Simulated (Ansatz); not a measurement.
**Li···H3Sb (charge +1): density, localisation and related maps**

```xyz
5

Li   -0.6636   -0.0269   -1.4370
Sb    0.4987    0.0193    1.0817
H     1.1451   -0.6736   -0.3720
H     0.0350    1.3757    0.1040
H    -1.0152   -0.6945    0.6234
```

Geometry: PBE0-D4/def2-TZVP; core potentials replace the inner electrons of Sb.

Level of theory: RKS PBE0-D4/def2-TZVPPD in Ansatz.

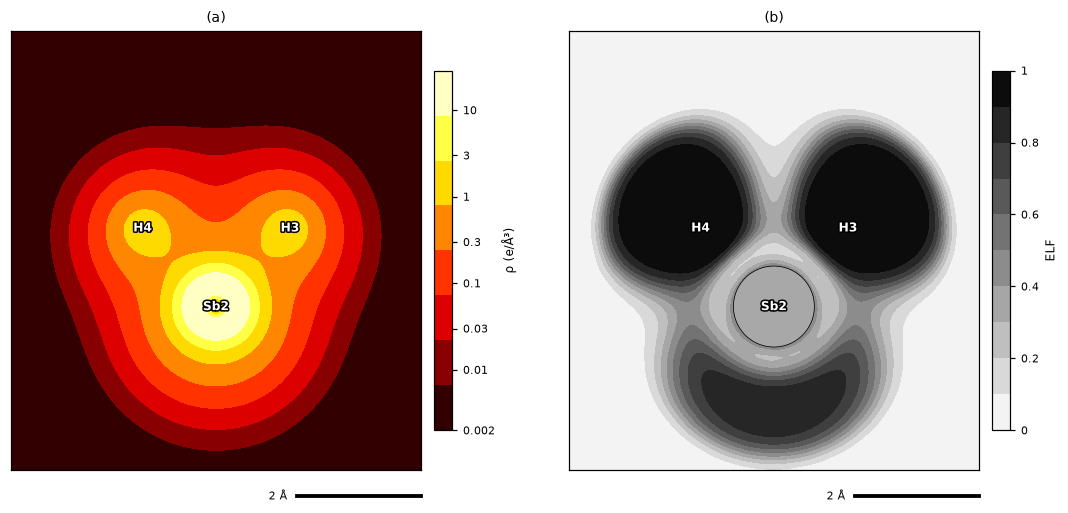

Figure 1. (a) electron density; (b) ELF on the plane of atoms H3, Sb2 and H4. Grey discs cover the atomic cores in the ELF map.

### What do the fields say about this system?

Atoms in the plane: Sb and H. Sb–H (1.74 Å): the density is about 1.1 e/Å³ at the midpoint; the ELF climbs to about 1 towards the hydrogen. The ELF also peaks beside Sb2, away from the bonds: lone-pair regions.

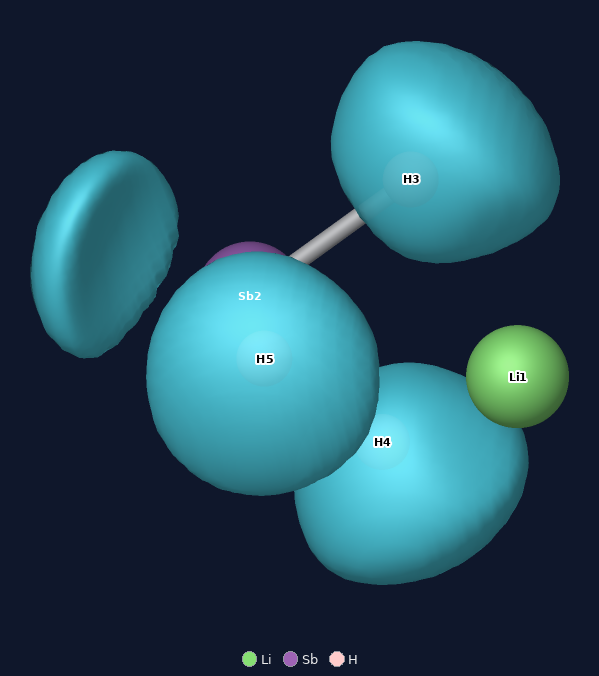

Figure 2. Isosurface of the electron localisation function at 0.9 (cyan), seen at a tilt. Only the valence region is drawn (cores and ρ < 0.01 e/Å³ removed).

### Describe the localisation domains.

The surface consists of three regions around hydrogen nuclei and one lobe on Sb, pointing away from the bonds (lone pairs). Along the contacts the grid gives the following. Li1···Sb2 (2.77 Å): the ELF is about 0.30 at the midpoint. Li1···H5 (2.19 Å): the ELF climbs to about 1 towards the hydrogen.

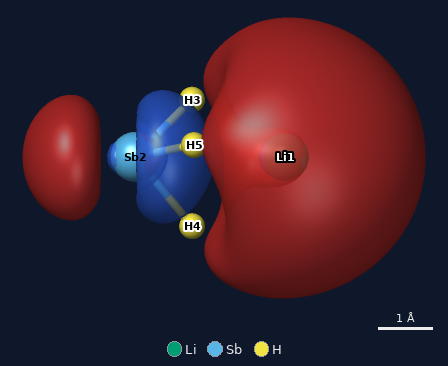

Figure 3. The LUMO at ±0.06 Å⁻³ᐟ² (red and blue are the two phases), seen across its widest extent.

### What is the character of this orbital?

It lies mainly on Li1 (about 70 %) and Sb2 (about 15 %). Its energy is −5.60 eV.
